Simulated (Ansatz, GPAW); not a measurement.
# Si/Mo(110): simulated STM images, part 3 of 3

What would a tunnelling microscope show on Si/Mo(110)?

GPAW 26.7.0 and Ansatz 0.2.0; Ansatz plane waves; slab in vacuum with a dipole correction, relaxation; PAW set soft_1 (the session's first sound run).

So far, lower work function (eV): step 2 (relaxing the atoms, PBE) 4.63; step 3 (plane waves, PBE) 4.62.

### Step 4. A second plane-wave code

A second program with its own datasets checks the number independently.

This step: Ansatz plane waves; slab in vacuum with a dipole correction; PAW set soft_1 (Ansatz 0.2.0).

The input, input.yaml:

```yaml
crystal:
  lattice:
    - [4.4547727215, -3.15, 0.0]
    - [4.4547727215, 3.15, 0.0]
    - [0.0, 0.0, 24.9759945711]
  atoms:
    - { symbol: Mo, position: [0.0, 0.0, 0.3203075648] }
    - { symbol: Mo, position: [0.25, 0.25, 0.4094886525] }
    - { symbol: Mo, position: [0.0, 0.0, 0.4993680507] }
    - { symbol: Mo, position: [0.2454792327, 0.2454792327, 0.5883134963] }
    - { symbol: Mo, position: [0.0, 0.5, 0.3203075648] }
    - { symbol: Mo, position: [0.25, 0.75, 0.4094886525] }
    - { symbol: Mo, position: [0.0, 0.5, 0.4999003238] }
    - { symbol: Mo, position: [0.2601786319, 0.7398213681, 0.5855977034] }
    - { symbol: Mo, position: [0.5, 0.0, 0.3203075648] }
    - { symbol: Mo, position: [0.75, 0.25, 0.4094886525] }
    - { symbol: Mo, position: [0.5, 0.0, 0.4999003238] }
    - { symbol: Mo, position: [0.7398213681, 0.2601786319, 0.5855977034] }
    - { symbol: Mo, position: [0.5, 0.5, 0.3203075648] }
    - { symbol: Mo, position: [0.75, 0.75, 0.4094886525] }
    - { symbol: Mo, position: [0.5, 0.5, 0.4984827759] }
    - { symbol: Mo, position: [0.7545207673, 0.7545207673, 0.5883134963] }
    - { symbol: Si, position: [0.0, 0.0, 0.6578426255] }
kpoints:
  mp_grid: { grid: [6, 6, 1] }
hamiltonian:
  xc: pbe
  pseudopotentials: { kind: paw, azcp: { folder: soft_1 } }
scf:
  occupations: { method: fermi_dirac, width: 0.1 }
efield:
  axis: 3
  dipole_correction: true
  ramp_width: 0.05
output:
  forces: true
  write_potential: true
  write_density: true
  volumetric_format: npy
  elf: true
```

Launch:

```sh
> ansatz run input.yaml --threads 4 --pin off --max-ram 8192MiB --backend cpu --events-out ev --progress --plain --runs-dir out
```

Numbers of over 12 decimals in the logs are rounded to 6 here.

What it wrote:

```text
[...]
Crystal: 17 atoms, lattice volume = 700.953 Å³
Basis set: ecut = 420 eV, 13683 PW (Γ), exchange–correlation on 80×80×360 points (8 copies of the dense FFT grid, shifted against one another)
Bands: 137, of which v1, the nominal top of the filled ones, is band 114 counted from 1 (113 counted from 0)
Symmetry: 4 space group operations
[...]
k-points: 13 of 36
[...]
SCF iter   1: F=—  HF=-79936.180287 eV  |F-HF|=—  |Δ(HF+E_count)|=         —  Δρ=6.40e-2  dr2=7.51e1  ethr=3.10e-3  p=-0.000 e·Å  D=-6.48e-8 V/Å  ΔV_dip=0.00 eV  dr2_dipole=9.52e0  V_vac-E_F(+/−)=6.24/6.24 eV  ⟨swp⟩=9.5  Hψ=8911  notcnv=0
[...]
SCF iter  12: F=-79923.849540 eV  HF=-79923.849540 eV  |F-HF|=2.21e-9  |Δ(HF+E_count)|=   1.15e-7  Δρ=1.45e-6  dr2=3.17e-8  ethr=4.39e-11  p=-0.046 e·Å  D=-1.20e-2 V/Å  ΔV_dip=0.30 eV  dr2_dipole=8.59e-10  V_vac-E_F(+/−)=4.93/4.63 eV  ⟨swp⟩=15.4  Hψ=14782  notcnv=0
SCF 1 converged in 12 iterations: F = -79923.849540 eV  dr2 = 3.17e-8
[...]
SCF converged after 12 iterations
Free energy (F): -79923.849540 eV
[...]
Internal energy: -79923.427030 eV  (E = F + TS)
E sigma→0 (E₀):  -79923.638285 eV
Entropy (-TS):   -0.422510 eV (-24.854 meV/atom)
Fermi energy:    4.797572 eV
Dipole field:    D = -0.011971 V/Å  (p = -0.046373 e·Å, saw-weighted, corrected)
Work function:   Φ+ = 4.9293 eV   Φ− = 4.6303 eV
[...]
--- Forces (eV/Å), atoms counted from 1 ---
  atom   1  Mo    -0.00000000     0.00000000     0.46837486
  atom   2  Mo    -0.06543959     0.00000000    -0.53597860
  atom   3  Mo    -0.00000000     0.00000000     0.00225125
  atom   4  Mo     0.00255717    -0.00000000     0.00280591
  atom   5  Mo    -0.00000000     0.00000000     0.55256801
  atom   6  Mo     0.00000000    -0.01179115    -0.50136650
  atom   7  Mo     0.00000000    -0.00000000     0.00032543
  atom   8  Mo     0.00000000     0.00073500    -0.00714971
  atom   9  Mo    -0.00000000    -0.00000000     0.55256801
  atom  10  Mo     0.00000000     0.01179115    -0.50136650
  atom  11  Mo    -0.00000000    -0.00000000     0.00032543
  atom  12  Mo     0.00000000    -0.00073500    -0.00714971
  atom  13  Mo    -0.00000000    -0.00000000     0.50451878
  atom  14  Mo     0.06543959    -0.00000000    -0.53597860
  atom  15  Mo     0.00000000    -0.00000000    -0.00142556
  atom  16  Mo    -0.00255717     0.00000000     0.00280591
  atom  17  Si    -0.00000000    -0.00000000     0.00381820
  max |Σ_I F_I| component: 5.34e-5 eV/Å
--- Band table (eV; the first three rows and the last of 13) ---
  k-point 0: bands = [... 110 lower, 5.2909, 5.3281, 5.6812, 5.7073, 5.7484, 5.7999, 5.9704, 6.0449, ... 19 higher]
  k-point 1: bands = [... 110 lower, 5.0973, 5.2261, 5.3408, 5.4145, 5.5220, 5.7738, 5.7961, 5.8494, ... 19 higher]
  k-point 2: bands = [... 110 lower, 4.3978, 4.4913, 4.5779, 4.6679, 5.1024, 5.2728, 5.3209, 5.5038, ... 19 higher]
  k-point 12: bands = [... 110 lower, 4.0770, 4.0969, 4.1162, 4.1644, 4.2514, 4.2847, 4.5173, 4.5684, ... 19 higher]
```

The job ended after 37 s (4 threads of Intel Xeon 6975P-C (Granite Rapids), shared host; peak memory 2.4 GiB; 2.3 min of CPU time).

This step gave:

```yaml
upper_work_function: 4.929 eV
lower_work_function: 4.630 eV
dipole_along_the_normal: -0.04637 e·Å
dipole_field: -0.01197 V/Å
vacuum_level_above: 9.727 eV
vacuum_level_below: 9.428 eV
```

The electrostatic potential energy of an electron (with the applied field's), less the Fermi level, planar mean oscillates, so the rows of the table below give means over windows of 1 Å about each position, cut where the curve ends. Its maxima inside the range that stand out by 2 % of the span (Å: eV): 9.2: -2.20, 11.4: -2.14, 13.6: -2.55. Its minima: 8.0: -22.5, 10.3: -23.0, 12.5: -23.0, 14.7: -22.5.

The electrostatic potential energy of an electron (with the applied field's), less the Fermi level, planar mean by z; means over each step:

```csv
z (Å),"electrostatic potential energy of an electron (with the applied field's), less the Fermi level, planar mean (eV)"
0,4.66
1,4.63
2,4.63
3,4.63
4,4.62
5,4.56
6,3.92
7,-2.97
8,-19.4
9,-5.72
10,-18.3
11,-8.50
12,-14.3
13,-13.2
14,-10.5
15,-16.4
16,-1.07
17,2.12
18,4.62
19,4.91
20,4.93
21,4.93
22,4.93
23,4.93
24,4.91
```

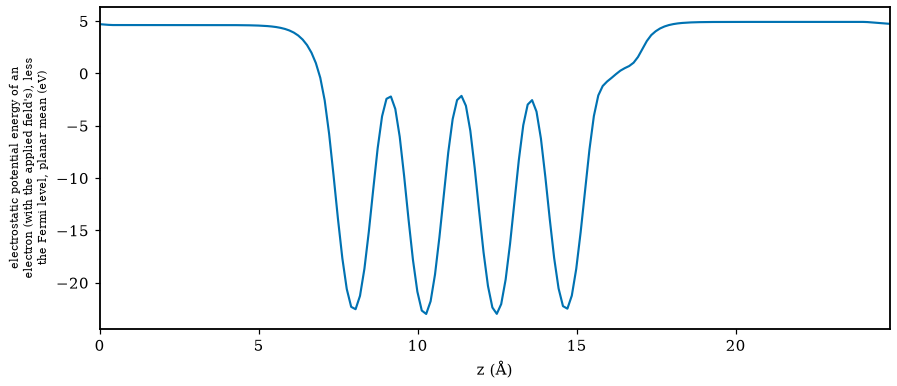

Electrostatic potential energy of an electron (with the applied field's), less the Fermi level, planar mean against z.

The valence density, planar mean oscillates, so the rows of the table below give means over windows of 2.22 Å about each position, cut where the curve ends. Its maxima inside the range that stand out by 2 % of the span (Å: e/Å³): 8.0: 1.62, 10.3: 1.62, 12.5: 1.62, 14.7: 1.62. Its minima: 9.2: 0.326, 11.4: 0.315, 13.6: 0.342.

The valence density, planar mean by z; means over each step:

```csv
z (Å),"valence density, planar mean (e/Å³)"
3.33,8.0e-5
5.55,0.0152
7.77,0.847
9.99,0.896
12.21,0.896
14.43,0.900
16.65,0.102
18.87,0.00288
21.09,7.7e-6
```

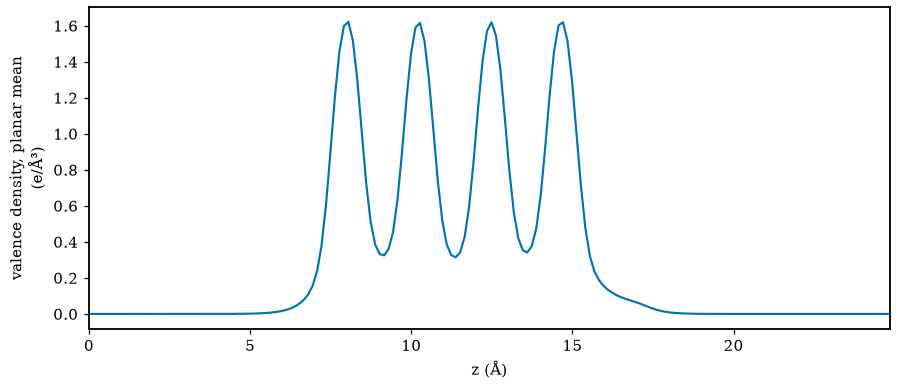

Valence density, planar mean, plotted against z.

Force by atom:

```csv
atom,x (eV/Å),y (eV/Å),z (eV/Å),size
Mo1,0.000,0.000,0.468,0.468
Mo2,-0.065,0.000,-0.536,0.540
Mo3,0.000,0.000,0.002,0.002
Mo4,0.003,0.000,0.003,0.004
Mo5,0.000,0.000,0.553,0.553
Mo6,0.000,-0.012,-0.501,0.502
Mo7,0.000,0.000,0.000,0.000
Mo8,0.000,0.001,-0.007,0.007
Mo9,0.000,0.000,0.553,0.553
Mo10,0.000,0.012,-0.501,0.502
Mo11,0.000,0.000,0.000,0.000
Mo12,0.000,-0.001,-0.007,0.007
Mo13,0.000,0.000,0.505,0.505
Mo14,0.065,0.000,-0.536,0.540
Mo15,0.000,0.000,-0.001,0.001
Mo16,-0.003,0.000,0.003,0.004
Si17,0.000,0.000,0.004,0.004
```

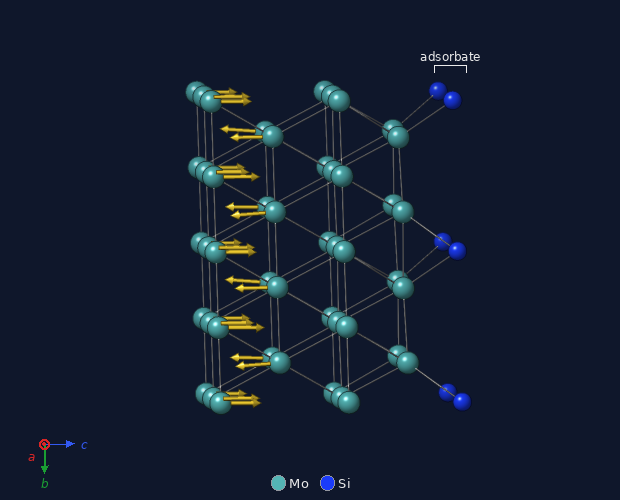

Force as arrows, the longest 0.553 eV/Å. 1×2×1 cells are drawn. Some periodic images of atoms are drawn too.

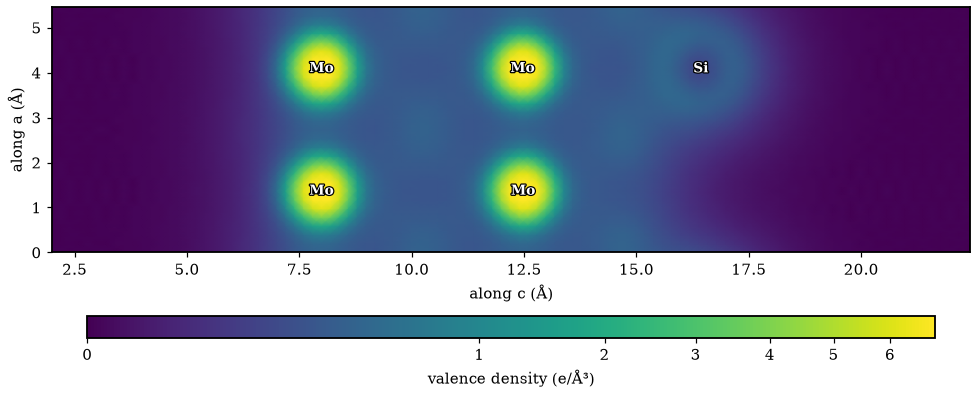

Valence density in the ca plane at fractional y = 0.000, with atoms of Mo and Si within 0.2 Å of it. It is the smooth field of the valence electrons, not physical close to the nuclei. The map starts off the cell's origin, so that atoms lie inside it. The colour scale is stretched toward low values. The far vacuum is left out of the map.

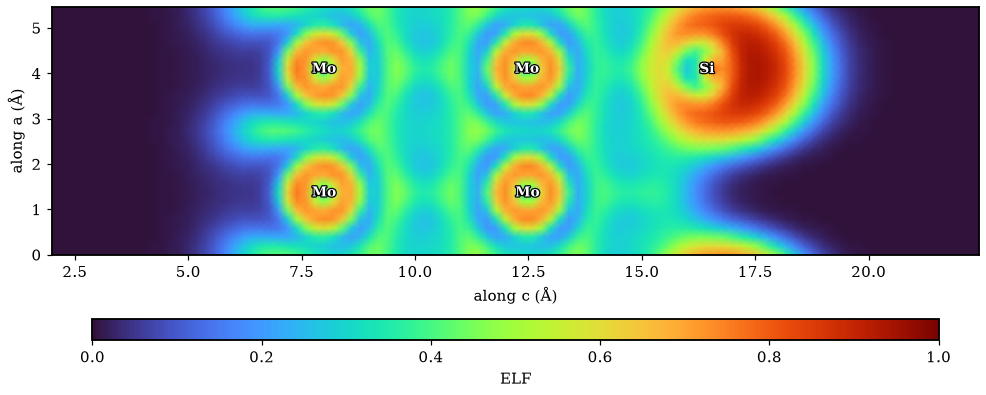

ELF in the ca plane at fractional y = 0.000, with atoms of Mo and Si within 0.2 Å of it. It is the smooth field of the valence electrons, not physical close to the nuclei. The map starts off the cell's origin, so that atoms lie inside it. The far vacuum is left out of the map.

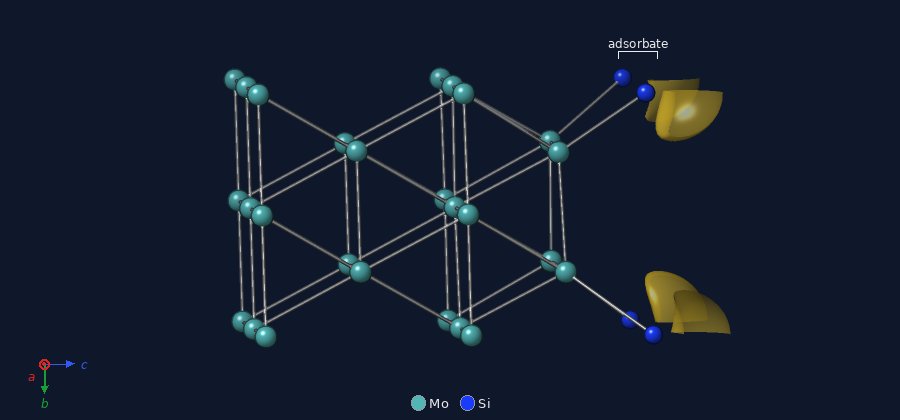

Surface of ELF = 0.85.

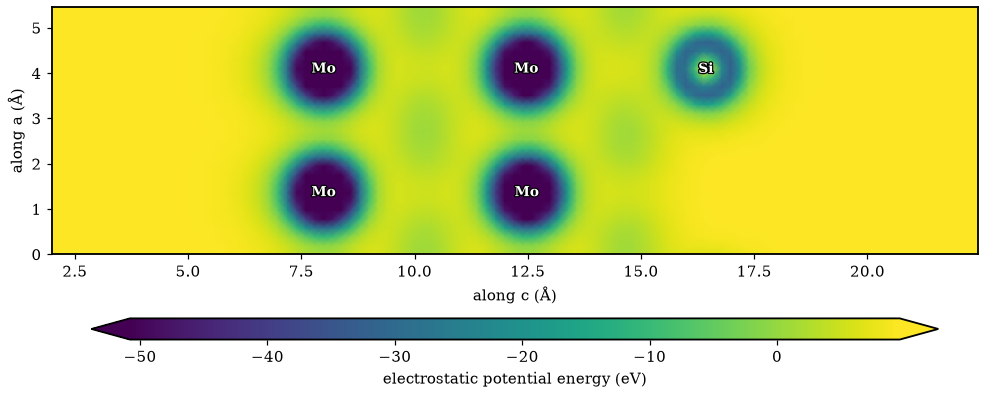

Electrostatic potential energy in the ca plane at fractional y = 0.000, with atoms of Mo and Si within 0.2 Å of it. With pseudopotentials it is smooth inside the atoms' cores, unlike the true potential. The map starts off the cell's origin, so that atoms lie inside it. The far vacuum is left out of the map.

The upper face's work function is 4.929 eV, against 4.931 eV in the first plane-wave PBE run at this geometry.

### Step 5. Side by side

Results and costs are gathered.

This step: comparison of work functions, dipole and cost; PAW set soft_1 (GPAW 26.7.0).

Ladder, by row:

```csv
step,code,"work function, upper (eV)","work function, lower (eV)",dipole (e Å),wall time (s),peak memory (GiB),threads
pw,GPAW,4.931,4.622,-0.04755,2835,2.64,1
ansatz,Ansatz,4.929,4.63,-0.04637,36.62,2.445,4
```

### Step 6. A changed run

One more run, with changed settings.

This step: GPAW, PAW setups; slab in vacuum (GPAW 26.7.0).

The input, run.py:

```python
import json
import numpy as np
from ase import Atoms
from gpaw import GPAW, PW
from gpaw.external import ConstantElectricField

slab = Atoms(
    ['Mo', 'Mo', 'Mo', 'Mo', 'Mo', 'Mo', 'Mo', 'Mo', 'Mo', 'Mo', 'Mo', 'Mo', 'Mo', 'Mo', 'Mo', 'Mo', 'Si'],
    positions=[
        [0.00000, 0.00000, 8.00000],
        [2.22739, 0.00000, 10.22739],
        [-0.00000, -0.00000, 12.47221],
        [2.18711, -0.00000, 14.69371],
        [2.22739, 1.57500, 8.00000],
        [4.45477, 1.57500, 10.22739],
        [2.22739, 1.57500, 12.48551],
        [4.45477, 1.51087, 14.62589],
        [2.22739, -1.57500, 8.00000],
        [4.45477, -1.57500, 10.22739],
        [2.22739, -1.57500, 12.48551],
        [4.45477, -1.51087, 14.62589],
        [4.45477, 0.00000, 8.00000],
        [6.68216, 0.00000, 10.22739],
        [4.45477, 0.00000, 12.45010],
        [6.72244, 0.00000, 14.69371],
        [0.00000, -0.00000, 16.43027]],
    cell=[[4.45477, -3.15, 0.0], [4.45477, 3.15, 0.0], [0.0, 0.0, 24.97599]],
    pbc=[True, True, False])

slab.calc = GPAW(mode=PW(400), xc='PBE', kpts={'size': (6, 6, 1), 'gamma': True},
                 occupations={'name': 'fermi-dirac', 'width': 0.1}, nbands='200%',
                 convergence={'density': 1e-05}, maxiter=50,
                 poissonsolver={'dipolelayer': 'xy'},
                 external=ConstantElectricField(1.5, [0, 0, 1]),
                 symmetry={'tolerance': 1e-3}, txt='slab.txt')
result = {}
energy = slab.get_potential_energy()
fermi = slab.calc.get_fermi_level()
v = slab.calc.get_electrostatic_potential().mean((0, 1)) - fermi
n = slab.calc.get_pseudo_density().mean((0, 1))
L = slab.cell[2, 2]
z = np.arange(len(v)) * L / len(v)
low, high = slab.positions[:, 2].min(), slab.positions[:, 2].max()
below, above = np.interp([low - 5.8, high + 5.8], z, v)
slopes = [np.interp(x, z, np.gradient(v, z)) for x in (low - 5.8, high + 5.8)]
eps = np.array([[slab.calc.get_eigenvalues(k, s) for k in range(len(slab.calc.get_ibz_k_points()))]
                for s in range(slab.calc.get_number_of_spins())]) - fermi
top, bottom = eps[eps < 0].max(), eps[eps > 0].min()
dipole = slab.get_dipole_moment()[2]
print(f'energy {energy:.4f} eV, Fermi level {fermi:.4f} eV, dipole {dipole:.5f} e A')
print(f'potential 5.8 A off the faces, from the Fermi level: lower {below:.4f} eV, upper {above:.4f} eV')
print(f'slope of the potential there: lower {slopes[0]:.5f}, upper {slopes[1]:.5f} eV/A')
print(f'nearest levels on the mesh: {top:.4f} and {bottom:.4f} eV')
print('magnetic moment', round(slab.get_magnetic_moment(), 3))
result.update(energy=energy, fermi=fermi, dipole=dipole, below=below, above=above, slopes=slopes, edges=[top, bottom],
              z=z.tolist(), v=v.tolist(), n=n.tolist(), positions=slab.positions.tolist(),
              forces=slab.get_forces(apply_constraint=False).tolist(), moments=slab.get_magnetic_moments().tolist())
json.dump(result, open('result.json', 'w'))
```

Launch:

```sh
> OMP_NUM_THREADS=1 OPENBLAS_NUM_THREADS=1 python run.py
```

What it wrote:

```text
energy -178.1217 eV, Fermi level 0.9061 eV, dipole 2.96394 e A
potential 5.8 A off the faces, from the Fermi level: lower 16.6413 eV, upper -2.1277 eV
slope of the potential there: lower -0.38915, upper 0.00928 eV/A
nearest levels on the mesh: -0.0044 and 0.0245 eV
magnetic moment 0.0
```

Wall time 54 min (1 thread); peak memory 1.6 GiB.

The run finished. A setting was moved off its sound value on purpose, so it serves as a test and not as the result.

The fault put into the input: a field far too strong (field = 1.5).

The two runs compared:

```csv
quantity,this run,sound run,difference
dipole along the normal (e·Å),2.9639,-0.047553,3.01
```

The dipole along the normal changes sign: 2.96 e·Å against -0.0476 e·Å.

### Step 7. Outcome

| Property | Result |
| --- | --- |
| work function, upper and lower face | 4.931 and 4.622 eV |
| dipole along the normal | -0.0476 e Å |
| corrugation at -0.5 V | 1.18 Å |
| corrugation at 0.5 V | 1.40 Å |

The corrugation at constant current is largest at 0.5 V, where the tip height varies by 1.4 Å over the cell. Negative sample bias images filled states, positive bias empty ones. The two faces differ by 0.31 eV, the step that the slab's dipole makes (e p/(ε0 A) gives 0.31 eV), so the dipole layer is needed. The two plane-wave codes differ by 0.0013 eV on the upper face. The images are of Tersoff-Hamann type: an s-wave tip, no tip-sample forces, heights closer than in a microscope. The cell of 28.1 Å² holds one Si, started on one chosen site; other sites and coverages weren't tried. The in-plane lattice was kept as typed, which isn't the functional's own and leaves some strain; spin-orbit coupling and temperature are left out.

[Logs are printed without paths, hosts, clocks, repeated set-up lines and the standing remarks that a program may print on its own settings, such as how far it seeks lower states.]

[Hosts, paths, dates, database ids (printed as entryN), source tags and the programs' standing remarks are cut or masked in the printed files.]
